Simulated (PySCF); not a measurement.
## Frequency calculation, with input and output: CuNOH

System: CuNOH, multiplicity 2.
Method: UKS-based PBE0, Cu def2-TZVP, N def2-TZVP, O def2-TZVP, H def2-TZVP; non-relativistic Hamiltonian; density fitting (PySCF 2.14.0).

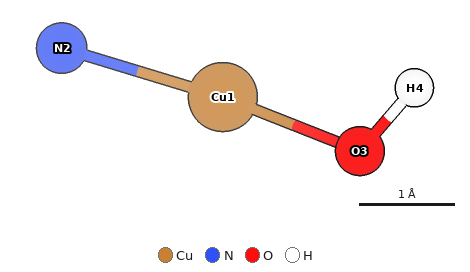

Fig. 1: The structure (ball-and-stick view, seen at a tilt; atoms are numbered from 1 in the order of the input). Sticks mark near contacts. Bond lengths as drawn: Cu–N 1.78 Å, Cu–O 1.75 Å and H–O 0.96 Å.

## Key numbers

- outcome: converged
- total energy: −1770.619758 hartree
- ⟨S²⟩: 1.569
- zero-point energy: 0.014230 hartree
- dipole moment: 1.83 D
- wavenumbers, lowest and highest: 111 and 3872 cm⁻¹
- hardware: 4 threads of Arm Neoverse V2, 24 GiB of memory available, shared host
- wall time: 68 s (CPU time 3.7 min)
- peak memory: 1.4 GiB

## Notes

Checks after the run noted: spin contamination. ⟨S²⟩ is 1.57 against 0.75 for a pure state: the solution is spin-contaminated.

## Input file
```python
from pyscf import gto, scf, dft
mol = gto.M(atom='''
Cu    -0.018947     0.115546     0.057843
N      0.080455    -0.263726     1.794295
O     -0.041536    -0.209791    -1.666106
H      0.806641    -0.233284    -2.118516''',
    basis={'Cu': 'def2-TZVP', 'N': 'def2-TZVP', 'O': 'def2-TZVP', 'H': 'def2-TZVP'},
    charge=0, spin=1)
mf = dft.UKS(mol, xc='PBE0')
mf.grids.atom_grid = (75, 302)
aux = {'Cu': 'def2-universal-JKFIT', 'N': 'def2-universal-JKFIT', 'O': 'def2-universal-JKFIT', 'H': 'def2-universal-JKFIT'}
mf = mf.density_fit(auxbasis=aux)
mf.conv_tol = 1e-09
mf.diis_space = 10
mf.max_cycle = 60
mf.verbose = 4
mf.kernel()
```

The script is an equivalent of the set-up of the self-consistent field. The run itself was carried out by a driver, which started from the orbitals of the step before it where there was one and computed the further properties.

Launched with:
```bash
OMP_NUM_THREADS=4 python axn.py task.json out
```

## Output
```
init E= -1770.61975784149
  alpha nocc = 23  HOMO = -0.302476463020691  LUMO = -0.0988273366248426
  beta  nocc = 22  HOMO = -0.285848987872072  LUMO = -0.108866101944186
  HOMO = -0.285848987872  LUMO = -0.108866101944  gap/eV = 4.81595
cycle= 1 E= -1770.61975784149  delta_E=    0  |g|= 1.72e-06  |ddm|= 4.13e-06
  alpha nocc = 23  HOMO = -0.302476493775697  LUMO = -0.0988278454135406
  beta  nocc = 22  HOMO = -0.285849461779918  LUMO = -0.108866595253357
  HOMO = -0.28584946178  LUMO = -0.108866595253  gap/eV = 4.81595
Extra cycle  E= -1770.61975784148  delta_E= 1.36e-11  |g|= 4.06e-06  |ddm|= 4.56e-06
converged SCF energy = -1770.61975784148  <S^2> = 1.5687301  2S+1 = 2.697206
```

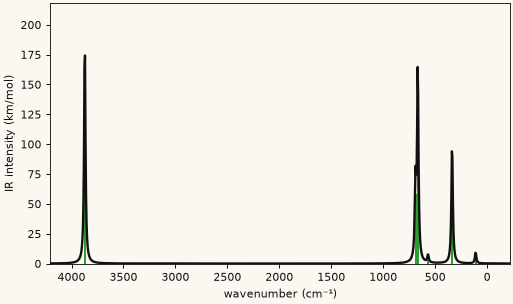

Fig. 2: Harmonic infrared spectrum, unscaled: sticks (degenerate modes added up, dark ones marked on the axis) with a Lorentzian envelope of 16 cm⁻¹ full width, scaled to the tallest stick. 6 modes from 111 to 3872 cm⁻¹, none imaginary. The strongest line is at 3872 cm⁻¹ (174 km/mol). All modes, in cm⁻¹ (km/mol): 111 (8.8), 337 (94), 569 (6.2), 668 (153), 689 (58), 3872 (174).

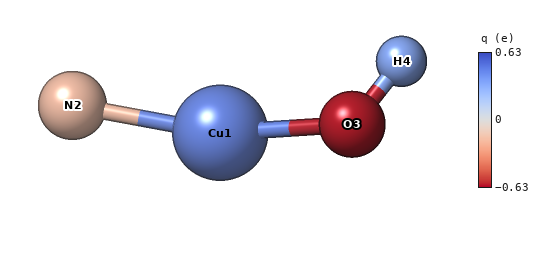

Fig. 3: Mulliken charges, as the colour of each atom (ball-and-stick view, seen at a tilt; atoms are numbered from 1 in the order of the input). By element: Cu +0.47, N −0.20, O −0.60 and H +0.33 e.
